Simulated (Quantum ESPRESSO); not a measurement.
# Ti K ELNES/XANES of TiTeSe (P3m1) from DFT

Aim: the near-edge shape at the Ti K edge of TiTeSe (P3m1), and what the core hole does to it.

Main program and level: Quantum ESPRESSO 7.5; X-ray absorption near-edge structure, plane-wave PAW LDA, one-electron final states by a Lanczos continued fraction.

**1. The structure**

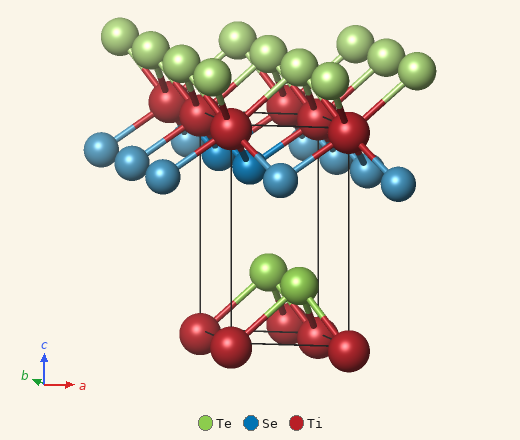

The cell as given, slightly off an axis (tellurium green, selenium blue, titanium red). 1×2×1 cells are drawn. Some periodic images of atoms are drawn too.

**2. Ground state of the crystal**

A plain self-consistent run shows whether there is a gap, which decides the set-up of the core-hole run.

The PAW data sets are made with ld1.x, with reconstruction data.

Contents of scf.in:

```
&control
   calculation='scf', prefix='x', pseudo_dir='../pp', outdir='tmp', tprnfor=.true.
/
&system
   ibrav=0, nat=3, ntyp=3, nbnd=12
   ecutwfc=40, ecutrho=310
   occupations='smearing', smearing='mv', degauss=0.015
/
&electrons
   conv_thr=3.0e-08, electron_maxstep=120
   mixing_beta=0.5
/
ATOMIC_SPECIES
Te 1.0 Te.lda-n-kjpaw.UPF
Se 1.0 Se.lda-n-kjpaw.UPF
Ti3 1.0 Ti.lda-nx-kjpaw.UPF
CELL_PARAMETERS angstrom
  3.68512791 0.00000000 0.00000000
  -1.84256396 3.19141439 0.00000000
  0.00000000 0.00000000 6.63475060
ATOMIC_POSITIONS crystal
Te   0.66666667 0.33333333 0.25166794
Se   0.33333333 0.66666667 0.76961768
Ti3  0.00000000 0.00000000 0.97871539
K_POINTS automatic
8 8 4 0 0 0
```

Started as:

```bash
OMP_NUM_THREADS=1 mpirun --oversubscribe --bind-to none -np 4 pw.x -nk 4 -in scf.in > scf.out
```

Log:

```text
     [... banner and references ...]
using ibrav=0 with symmetry is DISCOURAGED, use correct ibrav instead

     G-vector sticks info
     --------------------

     Using Slab Decomposition

     bravais-lattice index     =            0
     lattice parameter (alat)  =       6.9639  a.u.
     unit-cell volume          =     526.5710 (a.u.)^3
     number of atoms/cell      =            3
     number of atomic types    =            3
     number of electrons       =        16.00
     number of Kohn-Sham states=           12
     kinetic-energy cutoff     =      40.0000  Ry
     charge density cutoff     =     310.0000  Ry
     scf convergence threshold =      3.0E-08
     mixing beta               =       0.5000
     number of iterations used =            8  plain     mixing
     Exchange-correlation= SLA  PZ   NOGX NOGC
                           (   1   1   0   0   0   0   0)

     celldm(1)=   6.963882  celldm(2)=   0.000000  celldm(3)=   0.000000
     celldm(4)=   0.000000  celldm(5)=   0.000000  celldm(6)=   0.000000

     crystal axes: (cart. coord. in units of alat)
               a(1) = (   1.000000   0.000000   0.000000 )
               a(2) = (  -0.500000   0.866025   0.000000 )
               a(3) = (   0.000000   0.000000   1.800413 )

     reciprocal axes: (cart. coord. in units 2 pi/alat)
               b(1) = (  1.000000  0.577350 -0.000000 )
               b(2) = (  0.000000  1.154701  0.000000 )
               b(3) = (  0.000000 -0.000000  0.555428 )

     PseudoPot. #1 for Te:     Pseudo is Projector augmented-wave + core cor, Zval =  6.0

     PseudoPot. #2 for Se:     Pseudo is Projector augmented-wave + core cor, Zval =  6.0

     PseudoPot. #3 for Ti:     Pseudo is Projector augmented-wave + core cor, Zval =  4.0

     atomic species   valence    mass     pseudopotential
     Te                6.00     1.00000     Te( 1.00)
     Se                6.00     1.00000     Se( 1.00)
     Ti3               4.00     1.00000     Ti( 1.00)

      6 Sym. Ops. (no inversion) found

   Cartesian axes

     site n.     atom                  positions (alat units)
         1        Te     tau(   1) = (   0.5000000   0.2886751   0.4531061  )
         2        Se     tau(   2) = (  -0.0000000   0.5773503   1.3856293  )
         3        Ti3    tau(   3) = (   0.0000000   0.0000000   1.7620915  )

     number of k points=    35  Marzari-Vanderbilt smearing, width (Ry)=  0.0150
                       cart. coord. in units 2pi/alat
        k(    1) = (   0.0000000   0.0000000   0.0000000), wk =   0.0078125
        k(    2) = (   0.0000000   0.0000000   0.1388571), wk =   0.0156250
        k(    3) = (   0.0000000   0.0000000  -0.2777141), wk =   0.0078125
        k(    4) = (   0.0000000   0.1443376   0.0000000), wk =   0.0468750
        k(    5) = (   0.0000000   0.1443376   0.1388571), wk =   0.0468750
[...]
k(   33) = (   0.0000000  -0.4330127   0.1388571), wk =   0.0468750
        k(   34) = (  -0.1250000  -0.3608439   0.1388571), wk =   0.0937500
        k(   35) = (  -0.1250000  -0.5051815   0.1388571), wk =   0.0937500

     Dense  grid:    48641 G-vectors     FFT dimensions: (  40,  40,  72)

     Smooth grid:    17889 G-vectors     FFT dimensions: (  30,  30,  54)

     Initial potential from superposition of free atoms

     starting charge      15.9985, renormalised to      16.0000
     Starting wfcs are   17 randomized atomic wfcs
     Checking if some PAW data can be deallocated...

     per-process dynamical memory:    72.7 Mb

     Self-consistent Calculation

     iteration #  1     ecut=    40.00 Ry     beta= 0.50
     Davidson diagonalization with overlap
     ethr =  1.00E-02,  avg # of iterations =  2.0

     Threshold (ethr) on eigenvalues was too large:
     Diagonalizing with lowered threshold

     Davidson diagonalization with overlap
     ethr =  3.84E-04,  avg # of iterations =  2.9

[...]
estimated scf accuracy    <       0.00000140 Ry

     iteration #  9     ecut=    40.00 Ry     beta= 0.50
     Davidson diagonalization with overlap
     ethr =  8.78E-09,  avg # of iterations =  4.1

     total energy              =    -618.23403710 Ry
     estimated scf accuracy    <       0.00000009 Ry

     iteration # 10     ecut=    40.00 Ry     beta= 0.50
     Davidson diagonalization with overlap
     ethr =  5.71E-10,  avg # of iterations =  4.4

     End of self-consistent calculation

          k = 0.0000 0.0000 0.0000 (  2239 PWs)   bands (ev):

    -7.8932  -5.9851   0.6076   3.2476   3.2476   5.1122   5.9038   5.9038
     6.3977   6.4981   6.4981   8.9038

          k = 0.0000 0.0000 0.1389 (  2221 PWs)   bands (ev):

    -7.8532  -6.0794   1.0331   3.2568   3.2568   4.2014   5.9004   5.9004
     6.4407   6.4407   6.5721   8.9971

          k = 0.0000 0.0000-0.2777 (  2186 PWs)   bands (ev):

    -7.8097  -6.1750   1.7232   3.1880   3.2662   3.2662   5.8972   5.8972
     6.3859   6.3859   6.6442   9.0896

          k = 0.0000 0.1443 0.0000 (  2238 PWs)   bands (ev):

    -7.7748  -5.8663   0.8106   2.8480   3.2721   4.8903   5.2058   5.4613
     6.0999   6.7268   6.7894   8.3228

          k = 0.0000 0.1443 0.1389 (  2228 PWs)   bands (ev):

    -7.7391  -5.9500   1.2067   2.7767   3.2912   4.4522   4.9315   5.4143
     6.0950   6.7406   6.9626   8.2403

          k = 0.0000 0.1443-0.2777 (  2220 PWs)   bands (ev):

[...]
k = 0.0000 0.2887 0.0000 (  2248 PWs)   bands (ev):

[...]
k = 0.0000 0.2887-0.2777 (  2238 PWs)   bands (ev):

[...]
k = 0.0000 0.4330-0.2777 (  2266 PWs)   bands (ev):

[...]
k = 0.0000-0.5774 0.0000 (  2228 PWs)   bands (ev):

[...]
k = 0.0000-0.5774 0.1389 (  2256 PWs)   bands (ev):

[...]
k = 0.0000-0.5774-0.2777 (  2260 PWs)   bands (ev):

[...]
k = 0.1250 0.2165-0.2777 (  2238 PWs)   bands (ev):

[...]
k = 0.1250 0.3608-0.2777 (  2250 PWs)   bands (ev):

[...]
k = 0.1250 0.5052-0.2777 (  2260 PWs)   bands (ev):

[...]
k = 0.2500 0.4330 0.1389 (  2252 PWs)   bands (ev):

[...]
k = 0.2500 0.4330-0.2777 (  2262 PWs)   bands (ev):

[...]
k = 0.2500 0.5774 0.0000 (  2259 PWs)   bands (ev):

[...]
k = 0.2500 0.5774 0.1389 (  2260 PWs)   bands (ev):

[...]
k = 0.2500 0.5774-0.2777 (  2244 PWs)   bands (ev):

[...]
k = 0.0000-0.1443 0.1389 (  2228 PWs)   bands (ev):

[...]
k = 0.0000-0.2887 0.1389 (  2237 PWs)   bands (ev):

[...]
k = 0.0000-0.4330 0.1389 (  2252 PWs)   bands (ev):

    -7.1470  -5.0970   0.9938   1.7072   2.5662   3.2031   4.3513   4.8070
     5.5866   6.7477   7.0664   8.1172

          k =-0.1250-0.3608 0.1389 (  2250 PWs)   bands (ev):

    -7.2402  -5.2612   1.4203   2.0280   2.5496   3.0735   4.1882   4.5372
     5.9320   6.7621   7.0835   7.8002

          k =-0.1250-0.5052 0.1389 (  2258 PWs)   bands (ev):

    -7.0165  -4.8576   0.8141   1.5557   2.7712   2.9842   3.9276   4.0348
     5.9612   6.7494   6.9497   8.0033

     the Fermi energy is     5.5777 ev

!    total energy              =    -618.23403714 Ry
     total all-electron energy =    -20136.050949 Ry
     estimated scf accuracy    <          6.6E-09 Ry
     smearing contrib. (-TS)   =      -0.00052849 Ry
     internal energy E=F+TS    =    -618.23350864 Ry

     The total energy is F=E-TS. E is the sum of the following terms:
     one-electron contribution =       8.01199944 Ry
     hartree contribution      =       5.38320291 Ry
     xc contribution           =     -43.12096065 Ry
     ewald contribution        =     -41.51479347 Ry
     one-center paw contrib.   =    -546.99295688 Ry

     convergence has been achieved in  10 iterations

     Forces acting on atoms (cartesian axes, Ry/au):

     atom    1 type  1   force =     0.00000000   -0.00000000   -0.00534093
     atom    2 type  2   force =     0.00000000    0.00000000    0.01013376
     atom    3 type  3   force =     0.00000000    0.00000000   -0.00479283

     Total force =     0.012417     Total SCF correction =     0.000122

     XML data file, charge density, pseudopotentials, collected wavefunctions

=------------------------------------------------------------------------------=
   JOB DONE.
=------------------------------------------------------------------------------=
```

Wall time 8.1 s (4 MPI ranks of Arm Neoverse V1, shared host); peak memory 0.11 GiB.

Absorbing atoms carry a label of their own (element plus a letter or digit), as the spectrum program needs them as separate species.

The mesh shows no gap, so the system is treated as a metal and the core electron is put at the Fermi level (neutral cell).

**3. Spectrum without a core hole, Ti atom 3**

Without a hole the spectrum is the empty density of states of the right symmetry on the absorber, weighted by matrix elements. It needs only the small cell and serves as the baseline.

The absorber has 3 Se at 2.54 Å and 3 Te at 2.79 Å (distorted octahedral, site symmetry 3m).

Contents of xspectra.in:

```
&input_xspectra
   calculation='xanes_dipole', edge='K'
   prefix='x', outdir='tmp', xiabs=3, xe0=5.5777
   xonly_plot=.false., x_save_file='xanes.sav'
   xniter=3000, xcheck_conv=20, xerror=0.005
   xcoordcrys=.false., xepsilon(1)=1, xepsilon(2)=0, xepsilon(3)=0
/
&plot
   xnepoint=413, xemin=-10, xemax=45, terminator=.true., cut_occ_states=.true.
   xgamma=0.4
/
&pseudos
   filecore='../Ti.wfc'
/
&cut_occ
   cut_desmooth=0.1, cut_stepl=0.05, cut_stepu=0.05, cut_ierror=1e-5
/
7 7 4 0 0 0
```

Started as:

```bash
OMP_NUM_THREADS=1 mpirun --oversubscribe --bind-to none -np 4 xspectra.x -nk 4 -in xspectra.in > xspectra.out
```

Log:

```text
     [... banner and references ...]
Reading input_file

     calculation: xanes_dipole

     xepsilon  [cartesian coordinates]:   1.000000   0.000000   0.000000

     xonly_plot: FALSE
        => complete calculation: Lanczos + spectrum plot

     filecore (core-wavefunction file): ../Ti.wfc

     main plot parameters:
        cut_occ_states: TRUE
        gamma_mode:  constant
        -> using xgamma [eV]:  0.40
        xemin [eV]: -10.00
        xemax [eV]:  45.00
        xnepoint:  413
        xe0 [eV]:   5.577700 (energy zero read in input file)

[...]
Results of STEP 1 successfully written in x_save_file
     x_save_file name:
     ->  xanes.sav
     x_save_file version:  2

     ... End STEP 1 ...

     ... Begin STEP 2 ...

     The spectrum is calculated using the following parameters:
        xe0 [eV]:    5.5777
        the occupied states are elimintate from the spectrum
        xemin [eV]: -10.00
        xemax [eV]:  45.00
        xnepoint:  413
        constant broadening parameter [eV]:    0.400
        Core level energy [eV]:  -4966.
         (from electron binding energy of neutral atoms in X-ray data booklet)

     Cross-section successfully written in xanes.dat

     ... End STEP 2 ...

                                END JOB XSpectra
```

It took 59 s on 4 MPI ranks; peak memory 0.1 GiB.

The Ti K spectrum, Ti atom 3, no core hole (energy from the energy zero of the input (xe0, at the border of filled and empty states); intensity scaled to a mean of 1 over the first 20 eV; the points at xe0, where the cut of filled states can leave a spike, are interpolated; polarised curves are means over the symmetry-equivalent atoms):

| E (eV) | isotropic | ε ⊥ c | ε ∥ c |
| --- | --- | --- | --- |
| -2.0 | 0.03 | 0.03 | 0.02 |
| -0.5 | 0.05 | 0.06 | 0.04 |
| 1.0 | 0.23 | 0.29 | 0.11 |
| 2.5 | 0.20 | 0.22 | 0.16 |
| 4.0 | 0.15 | 0.16 | 0.14 |
| 5.5 | 0.69 | 0.71 | 0.66 |
| 7.0 | 1.23 | 1.18 | 1.32 |
| 8.5 | 1.68 | 1.80 | 1.43 |
| 10.0 | 1.44 | 1.59 | 1.16 |
| 11.5 | 0.99 | 0.89 | 1.20 |
| 13.0 | 1.31 | 1.21 | 1.51 |
| 14.5 | 1.26 | 1.27 | 1.26 |
| 16.0 | 1.21 | 1.08 | 1.49 |
| 17.5 | 1.22 | 1.22 | 1.23 |
| 19.0 | 1.58 | 1.65 | 1.46 |
| 20.5 | 1.29 | 1.33 | 1.21 |
| 22.0 | 1.22 | 1.32 | 1.00 |
| 23.5 | 1.26 | 1.27 | 1.24 |
| 25.0 | 1.25 | 1.30 | 1.15 |
| 26.5 | 1.27 | 1.23 | 1.36 |
| 28.0 | 1.10 | 1.08 | 1.15 |
| 29.5 | 1.15 | 1.08 | 1.29 |
| 31.0 | 1.19 | 1.22 | 1.14 |

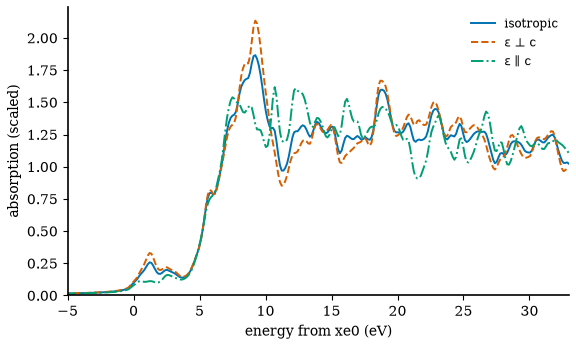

The Ti K edge, Ti atom 3, no core hole: main maxima at 9.2, 18.8 and 22.8 eV.

Main maxima below 30 eV (height): 1.2 eV (0.26), 9.2 eV (1.87), 13.9 eV (1.35), 18.8 eV (1.60), 20.8 eV (1.34), 22.8 eV (1.45) and 24.7 eV (1.33). A K edge sees empty p states. The first eV above the zero hold little dipole weight, as the lowest empty bands are of d character; the main edge, of 4p character, rises through 0.6 near 5 eV above the zero.

**4. Another broadening**

The final state's lifetime shortens with energy, so measured features broaden above the edge; the saved Lanczos coefficients are redrawn with a width that grows.

Contents of xspectra_plot.in:

```
&input_xspectra
   calculation='xanes_dipole', edge='K'
   prefix='x', outdir='tmp', xiabs=3, xe0=5.5777
   xonly_plot=.true., x_save_file='xanes.sav'
   xniter=3000, xcheck_conv=20, xerror=0.005
   xcoordcrys=.false., xepsilon(1)=1, xepsilon(2)=0, xepsilon(3)=0
/
&plot
   xnepoint=413, xemin=-10, xemax=45, terminator=.true., cut_occ_states=.true.
   gamma_mode='variable', gamma_energy(1)=4, gamma_energy(2)=25, gamma_value(1)=0.47, gamma_value(2)=4
/
&pseudos
   filecore='../Ti.wfc'
/
&cut_occ
   cut_desmooth=0.1, cut_stepl=0.05, cut_stepu=0.05, cut_ierror=1e-5
/
7 7 4 0 0 0
```

Started as:

```bash
OMP_NUM_THREADS=1 xspectra.x -in xspectra_plot.in > xspectra_plot.out
```

Log:

```text
     [... banner and references ...]
Reading input_file
     -------------------------------------------------------------------------

     calculation: xanes_dipole

     xonly_plot: TRUE
        => only the spectrum plot

     main plot parameters:
        cut_occ_states: TRUE
        gamma_mode:  variable
        -> first, constant up to point ( 4.00, 0.47) [eV]
        -> then, linear up to point (25.00, 4.00) [eV]
        -> finally, constant up to xemax
        xemin [eV]: -10.00
        xemax [eV]:  45.00
        xnepoint:  413
[...]
xemin [eV]: -10.00
        xemax [eV]:  45.00
        xnepoint:  413
        energy-dependent broadening parameter:
         -> first, constant up to point ( 4.00, 0.47) [eV]
         -> then, linear up to point (25.00, 4.00) [eV]
         -> finally, constant up to xemax
        Core level energy [eV]:  -4966.
         (from electron binding energy of neutral atoms in X-ray data booklet)

     Cross-section successfully written in xanes.dat

     -------------------------------------------------------------------------
                                END JOB XSpectra
     -------------------------------------------------------------------------
[key lines of the parts left out:]
Fermi level [eV]:   5.9320
```

Wall time 5.2 s (1 MPI rank); peak memory 0.05 GiB.

With a Lorentzian half width 0.47 eV up to 4 eV, rising linearly to 4 eV at 25 eV, the maxima are 1.2 eV (0.27), 9.0 eV (1.53) and 18.8 eV (1.30).

**5. Supercell without a hole, the energy reference**

The photon energy needs a difference of total energies, so the cell and mesh of the coming hole run are first run without a hole.

Contents of scf.in:

```
&control
   calculation='scf', prefix='x', pseudo_dir='../pp', outdir='tmp', tprnfor=.true.
/
&system
   ibrav=0, nat=9, ntyp=3, nbnd=29
   ecutwfc=40, ecutrho=310
   occupations='smearing', smearing='mv', degauss=0.015
/
&electrons
   conv_thr=9.0e-08, electron_maxstep=120
   mixing_beta=0.5
/
ATOMIC_SPECIES
Te 1.0 Te.lda-n-kjpaw.UPF
Se 1.0 Se.lda-n-kjpaw.UPF
Ti 1.0 Ti.lda-nx-kjpaw.UPF
CELL_PARAMETERS angstrom
  0.00000000 6.38282878 0.00000000
  -5.52769187 -3.19141439 0.00000000
  0.00000000 0.00000000 6.63475060
ATOMIC_POSITIONS crystal
Te   0.00000000 0.66666667 0.25166794
Te   0.33333333 0.33333333 0.25166794
Te   0.66666667 0.00000000 0.25166794
Se   0.33333333 0.00000000 0.76961768
Se   0.66666667 0.66666667 0.76961768
Se   0.00000000 0.33333333 0.76961768
Ti   0.00000000 0.00000000 0.97871539
Ti   0.33333333 0.66666667 0.97871539
Ti   0.66666667 0.33333333 0.97871539
K_POINTS automatic
5 5 4 0 0 0
```

Started as:

```bash
OMP_NUM_THREADS=1 mpirun --oversubscribe --bind-to none -np 4 pw.x -nk 4 -in scf.in > scf.out
```

Log:

```text
     [... banner and references ...]
[banner, memory and clock lines left out]
Found identity + (  0.3333 -0.3333  0.0000) symmetry
     This is a supercell, fractional translations are disabled
     using ibrav=0 with symmetry is DISCOURAGED, use correct ibrav instead

     G-vector sticks info

     bravais-lattice index     =            0
     lattice parameter (alat)  =      12.0618  a.u.
     unit-cell volume          =    1579.7131 (a.u.)^3
[...]
atom    1 type  1   force =     0.00000031    0.00000018   -0.00598287
     atom    2 type  1   force =    -0.00000031    0.00000018   -0.00598287
     atom    3 type  1   force =     0.00000000   -0.00000035   -0.00598287
[...]
atom    8 type  3   force =     0.00000000    0.00000000   -0.00465332
     atom    9 type  3   force =    -0.00000000    0.00000000   -0.00465332

     Total force =     0.022621     Total SCF correction =     0.000100

     XML data file, charge density, pseudopotentials, collected wavefunctions
[key lines of the parts left out:]
!    total energy              =   -1854.70291729 Ry
the Fermi energy is     5.5646 ev
convergence has been achieved in  18 iterations
```

Run time: 68 s. Hardware: 4 MPI ranks; peak memory 0.27 GiB; 4.5 min of CPU time.

Reference energy: -821894.801 eV with the cores included.

(Part 1 of 4 ends here.)

[Banner, clock and machine lines of the logs are left out without a mark of their own.]

[Logs are printed without paths, hosts, clocks, repeated set-up lines and the standing remarks that a program may print on its own settings, such as how far it seeks lower states.]

[Hosts, paths, dates, database ids (printed as entryN), source tags and the programs' standing remarks are cut or masked in the printed files.]

[Lists of maxima count a maximum above −3 eV only where it reaches 4 % of the highest in the window and stands out from its surroundings by 2 % of it (1.5 % where it reaches 55 %); shoulders and weaker maxima are passed over, and of the rest the first, up to two pre-edge ones and the few strongest are named.]
